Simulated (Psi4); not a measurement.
# GeH4 (germane) at HF/3-21G

Aim: the vertical singlet–triplet gap of GeH4 (germane) at HF/3-21G, from 2 runs. The job is set up through a QCSchema input.

The results are computed with Psi4 1.11.

3 further runs of the same task are left out: 2 that didn't finish, 1 set aside as unsound or not needed.

## Step 1: The molecule

GeH4: 5 atoms, total charge 0, spin state singlet. SMILES: `[GeH4]`. The coordinates come from a PBE0-D4/def2-TZVP relaxation.

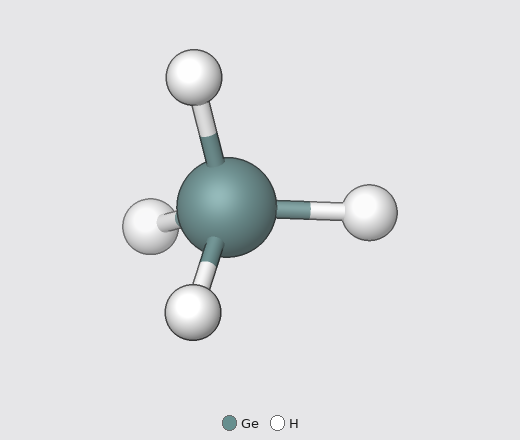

Viewed from a chosen angle; germanium teal, hydrogen white.

## Step 2: Energy and forces at HF/3-21G

job.json reads:

```json
{
  "schema_name": "qcschema_input",
  "schema_version": 1,
  "molecule": {
    "schema_name": "qcschema_molecule",
    "schema_version": 2,
    "symbols": ["Ge", "H", "H", "H", "H"],
    "geometry": [0.00018897, 0.00018897, 0.0, 2.16959456, -1.42919987, 1.2861476, -2.34099272, -0.05669178, 1.70869036, -0.62209784, -1.26441575, -2.53336684, 0.79330703, 2.7503074, -0.46128215],
    "molecular_charge": 0,
    "molecular_multiplicity": 1,
    "fix_symmetry": "c1"
  },
  "driver": "gradient",
  "model": {
    "method": "hf",
    "basis": "3-21G"
  },
  "keywords": {
    "puream": true,
    "e_convergence": 1e-09,
    "d_convergence": 1e-08,
    "scf_type": "pk"
  }
}
```

On the command line:

```bash
$ psi4 --qcschema job.json -n 1 --memory 1600MB
```

stdout (excerpt; [...] marks lines left out):

```text
[...]
  Running in c1 symmetry.
[...]
  Nuclear repulsion =   45.420424253290960
[...]
  Multiplicity = 1
[...]
  Nalpha       = 18
  Nbeta        = 18
[...]
    Number of basis functions: 30
[...]
   @RHF iter   1: -2067.13634135549637   -3.72049e+00   2.68294e-02 ADIIS/DIIS
[...]
   @RHF iter   8: -2067.61952589262091    1.81899e-12   2.55382e-09 DIIS
[...]
    Orbital Energies [Eh]
    ---------------------
    Doubly Occupied:
       1A   -402.680664     2A    -51.909629     3A    -45.920823
       4A    -45.920823     5A    -45.920822     6A     -7.138857
       7A     -5.092860     8A     -5.092860     9A     -5.092860
      10A     -1.540979    11A     -1.540979    12A     -1.540977
      13A     -1.539207    14A     -1.539206    15A     -0.737593
      16A     -0.470306    17A     -0.470277    18A     -0.470264
[...]
  @RHF Final Energy: -2067.61952589262091
   => Energetics <=
    Nuclear Repulsion Energy =             45.4204242532909603
    One-Electron Energy =               -2976.8399283198141347
    Two-Electron Energy =                 863.7999781739023319
    Total Energy =                      -2067.6195258926209135
[...]
 Multipole Moments:
 ------------------------------------------------------------------------------------
     Multipole            Electronic (a.u.)      Nuclear  (a.u.)        Total (a.u.)
 ------------------------------------------------------------------------------------
 L = 1.  Multiply by 2.5417464519 to convert [e a0] to [Debye]
 Dipole X            :          0.0007709           -0.0005051            0.0002658
 Dipole Y            :          0.0005941           -0.0004041            0.0001901
 Dipole Z            :         -0.0001381            0.0001010           -0.0000371
 Magnitude           :                                                    0.0003289
[...]
  -Total Gradient:
     Atom            X                  Y                   Z
    ------   -----------------  -----------------  -----------------
       1        0.000024949273    -0.000002829265     0.000011212531
       2       -0.000652924258     0.000408659339    -0.000377078764
       3        0.000687667619     0.000007711825    -0.000503757918
       4        0.000172160489     0.000354440236     0.000738310697
       5       -0.000231853123    -0.000767982136     0.000131313453
[...]
```

The result, in JSON:

```text
{
 "driver": "gradient",
 "model": {
  "method": "hf",
  "basis": "3-21G"
 },
 "success": true,
 "return_result": [2.4949272950938105e-05, -2.8292647518803407e-06, 1.121253146924169e-05, -0.0006529242576239214, 0.00040865933909874086, -0.00037707876372873594, 0.0006876676187091424, 7.711825376488166e-06, -0.0005037579177199908, 0.0001721604887596831, 0.00035444023638367406, 0.0007383106971659836, -0.00023185312285124715, -0.000767982136122447, 0.00013131345284049176],
 "properties": {
  "calcinfo_nbasis": 30,
  "calcinfo_nmo": 30,
  "calcinfo_nalpha": 18,
  "calcinfo_nbeta": 18,
  "calcinfo_natom": 5,
  "nuclear_repulsion_energy": 45.42042425329096,
  "return_energy": -2067.619525892621,
  "return_gradient": [2.4949272950938105e-05, -2.8292647518803407e-06, 1.121253146924169e-05, -0.0006529242576239214, 0.00040865933909874086, -0.00037707876372873594, 0.0006876676187091424, 7.711825376488166e-06, -0.0005037579177199908, 0.0001721604887596831, 0.00035444023638367406, 0.0007383106971659836, -0.00023185312285124715, -0.000767982136122447, 0.00013131345284049176],
  "scf_one_electron_energy": -2976.839928319814,
  "scf_two_electron_energy": 863.7999781739023,
  "scf_dipole_moment": [0.0002658464986263209, 0.00019007254298958332, -3.707850017448111e-05],
  "scf_total_energy": -2067.619525892621,
  "scf_total_gradient": [2.4949272950938105e-05, -2.8292647518803407e-06, 1.121253146924169e-05, -0.0006529242576239214, 0.00040865933909874086, -0.00037707876372873594, 0.0006876676187091424, 7.711825376488166e-06, -0.0005037579177199908, 0.0001721604887596831, 0.00035444023638367406, 0.0007383106971659836, -0.00023185312285124715, -0.000767982136122447, 0.00013131345284049176],
  "scf_iterations": 8
 }
}
```

Wall time 2.5 s (1 thread of AMD EPYC 7R43 (Zen 3), shared host); peak memory 0.19 GiB.

## Step 3: The triplet, same level

Edit job.json of step 2 so:

```diff
@@ -9,3 +9,3 @@
     "molecular_charge": 0,
-    "molecular_multiplicity": 1,
+    "molecular_multiplicity": 3,
     "fix_symmetry": "c1"
@@ -14,3 +14,3 @@
   "model": {
-    "method": "hf",
+    "method": "scf",
     "basis": "3-21G"
@@ -18,2 +18,3 @@
   "keywords": {
+    "reference": "uhf",
     "puream": true,
@@ -21,3 +22,5 @@
     "d_convergence": 1e-08,
-    "scf_type": "pk"
+    "scf_type": "pk",
+    "maxiter": 100,
+    "scf_properties": ["DIPOLE", "WIBERG_LOWDIN_INDICES", "MULLIKEN_CHARGES"]
   }
```

On the command line:

```bash
$ psi4 --qcschema job.json -n 1 --memory 1600MB
```

stdout (excerpt; [...] marks lines left out):

```text
[...]
  Running in c1 symmetry.
[...]
  Nuclear repulsion =   45.420424253290960
[...]
  Multiplicity = 3
[...]
  Nalpha       = 19
  Nbeta        = 17
[...]
    Number of basis functions: 30
[...]
   @UHF iter   1: -2066.79505496966522   -3.37920e+00   2.41515e-02 ADIIS/DIIS
[...]
   @UHF iter  20: -2067.29551877585300   -9.09495e-13   2.98993e-09 DIIS
[...]
   @S^2 Observed:                2.003911259E+00
[...]
  @UHF Final Energy: -2067.29551877585300
   => Energetics <=
    Nuclear Repulsion Energy =             45.4204242532909603
    One-Electron Energy =               -2976.1457707931599543
    Two-Electron Energy =                 863.4298277640159540
    Total Energy =                      -2067.2955187758529974
  UHF NO Occupations:
  HONO-2 :   17  A 1.9990700
  HONO-1 :   18  A 1.0000000
[...]
 Multipole Moments:
 ------------------------------------------------------------------------------------
     Multipole            Electronic (a.u.)      Nuclear  (a.u.)        Total (a.u.)
 ------------------------------------------------------------------------------------
 L = 1.  Multiply by 2.5417464519 to convert [e a0] to [Debye]
 Dipole X            :         -0.7284125           -0.0005051           -0.7289176
 Dipole Y            :         -0.0177083           -0.0004041           -0.0181123
 Dipole Z            :          0.5318918            0.0001010            0.5319928
 Magnitude           :                                                    0.9025881
[...]
  -Total Gradient:
     Atom            X                  Y                   Z
    ------   -----------------  -----------------  -----------------
       1       -0.183853558436    -0.004542080820     0.134197384948
       2        0.008123764903     0.001694437315    -0.008850558344
       3        0.155266640780     0.003822793744    -0.113308417541
       4        0.010967867365     0.001521284086    -0.004986630261
       5        0.009495285388    -0.002496434325    -0.007051778802
[...]
```

The result, in JSON:

```text
{
 "driver": "gradient",
 "model": {
  "method": "scf",
  "basis": "3-21G"
 },
 "success": true,
 "return_result": [-0.18385355843577794, -0.004542080819625434, 0.1341973849475484, 0.008123764903397307, 0.001694437314604863, -0.008850558343538283, 0.15526664077995642, 0.0038227937437015887, -0.11330841754102716, 0.010967867364580735, 0.0015212840859214066, -0.004986630261138658, 0.00949528538785925, -0.0024964343246054177, -0.007051778801808593],
 "properties": {
  "calcinfo_nbasis": 30,
  "calcinfo_nmo": 30,
  "calcinfo_nalpha": 19,
  "calcinfo_nbeta": 17,
  "calcinfo_natom": 5,
  "nuclear_repulsion_energy": 45.42042425329096,
  "return_energy": -2067.295518775853,
  "return_gradient": [-0.18385355843577794, -0.004542080819625434, 0.1341973849475484, 0.008123764903397307, 0.001694437314604863, -0.008850558343538283, 0.15526664077995642, 0.0038227937437015887, -0.11330841754102716, 0.010967867364580735, 0.0015212840859214066, -0.004986630261138658, 0.00949528538785925, -0.0024964343246054177, -0.007051778801808593],
  "scf_one_electron_energy": -2976.14577079316,
  "scf_two_electron_energy": 863.429827764016,
  "scf_dipole_moment": [-0.7289176213190702, -0.018112329122092263, 0.5319927871049108],
  "scf_total_energy": -2067.295518775853,
  "scf_total_gradient": [-0.18385355843577794, -0.004542080819625434, 0.1341973849475484, 0.008123764903397307, 0.001694437314604863, -0.008850558343538283, 0.15526664077995642, 0.0038227937437015887, -0.11330841754102716, 0.010967867364580735, 0.0015212840859214066, -0.004986630261138658, 0.00949528538785925, -0.0024964343246054177, -0.007051778801808593],
  "scf_iterations": 20
 }
}
```

Wall time 2.4 s (1 thread of AMD EPYC 7R43 (Zen 3), shared host); peak memory 0.19 GiB.

## Step 4: Results

Level: HF/3-21G.

| quantity | value |
| --- | --- |
| singlet: total energy | -2067.61953 Eh |
| singlet: dipole moment | 0.00 D |
| singlet: HOMO energy | -12.80 eV |
| singlet: LUMO energy | 4.93 eV |
| singlet: HOMO–LUMO gap | 17.73 eV |
| singlet: largest force on an atom | 0.044 eV/Å |
| triplet: total energy | -2067.29552 Eh |
| triplet: dipole moment | 2.29 D |
| triplet: HOMO energy (highest over α and β) | -3.32 eV |
| triplet: LUMO energy (lowest over α and β) | -2.71 eV |
| triplet: ⟨S²⟩ | 2.004 |
| triplet: largest force on an atom | 11.707 eV/Å |
| vertical energy of the triplet above the singlet | 8.817 eV |

What this shows: At this shape the triplet lies 8.82 eV (851 kJ/mol) above the singlet. Mulliken charges (triplet) run from -0.07 on H2 to +0.15 on Ge1.
